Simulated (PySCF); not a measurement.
A series of small molecules: germyl halides GeH3X.

Gas-phase molecules at GFN2-xTB geometries (not checked as minima at the level of the calculation), wB97X/def2-TZVP with PySCF. The ionisation energy is E(cation) − E(neutral) at fixed geometry, without spin-orbit coupling; where the highest orbital is degenerate, the cation is one component. LUMO energies depend on the basis. GFN2-xTB bonds to atoms past the second row can be off by 0.02 to 0.07 Å and angles by up to several degrees, which can move orbital and ionisation energies by up to 0.5 eV and charges by 0.01 to 0.02 e, so small steps and misses may come from the geometries. Volumes are summed on a coarse grid and good to about 2 %. Core potentials replace the inner electrons of I. Electronegativities are Pauling's, radii Cordero's.

```json
{"molecule": "GeH3F", "electronegativity of X": "3.98", "covalent radius of X (Å)": "0.57", "Hirshfeld charge of the central atom (e)": "0.437", "HOMO energy (eV)": "−12.18", "vertical ionisation energy (eV)": "12.58", "HOMO–LUMO gap (eV)": "14.05", "volume inside the 0.001 a.u. surface (Å³)": "69"}
{"molecule": "GeH3Cl", "electronegativity of X": "3.16", "covalent radius of X (Å)": "1.02", "Hirshfeld charge of the central atom (e)": "0.341", "HOMO energy (eV)": "−11.29", "vertical ionisation energy (eV)": "11.52", "HOMO–LUMO gap (eV)": "13.42", "volume inside the 0.001 a.u. surface (Å³)": "86"}
{"molecule": "GeH3Br", "electronegativity of X": "2.96", "covalent radius of X (Å)": "1.20", "Hirshfeld charge of the central atom (e)": "?", "HOMO energy (eV)": "?", "vertical ionisation energy (eV)": "?", "HOMO–LUMO gap (eV)": "?", "volume inside the 0.001 a.u. surface (Å³)": "?"}
{"molecule": "GeH3I", "electronegativity of X": "2.66", "covalent radius of X (Å)": "1.39", "Hirshfeld charge of the central atom (e)": "0.289", "HOMO energy (eV)": "−9.80", "vertical ionisation energy (eV)": "9.84", "HOMO–LUMO gap (eV)": "10.94", "volume inside the 0.001 a.u. surface (Å³)": "106"}
```

The results for GeH3Br are withheld.

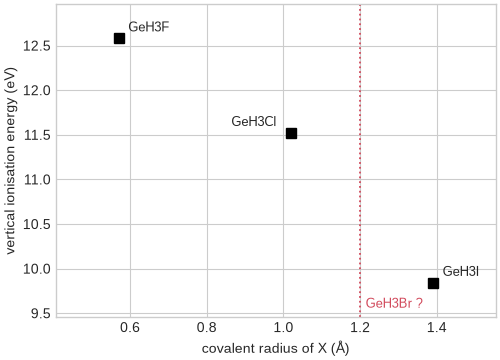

Question: Fit a straight line to the vertical ionisation energy against the covalent radius of X for the given members and predict GeH3Br.

Answer: A least-squares line through the three given members is y = 14.60 − 3.31 x, with R² = 0.97 and a scatter of 0.36 eV; GeH3Cl lies farthest from it (+0.29 eV). At x = 1.20 it gives 10.63 eV. For a new member the 90 % prediction interval is ±2.76 eV, wide since three points leave one degree of freedom.

Question: What did the calculation give?

Answer: The calculation gives 10.75 eV, 0.12 eV above the estimate (0.3 times the scatter, 4 % of the range of the series): inside the prediction interval, which is so wide that this tests little. Its other results: Hirshfeld charge of the central atom 0.321 e, HOMO energy −10.64 eV, HOMO–LUMO gap 12.36 eV and volume inside the 0.001 a.u. surface 91 Å³.

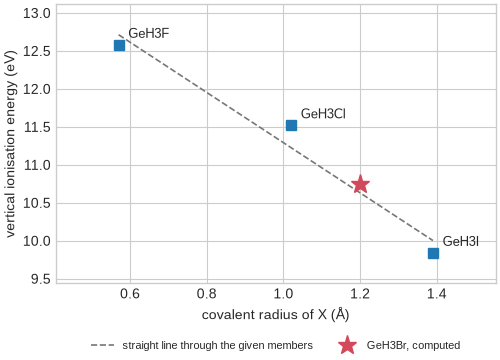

Over the series −ε(HOMO) lies 0.03 to 0.40 eV below the ionisation energy from total-energy differences. The pairing was chosen among those with R² above 0.96; series and pairings with weaker trends are left out of this set.

The single runs took from 4.6 s to 3.2 min, on 1 thread of shared hosts (four kinds of processor).
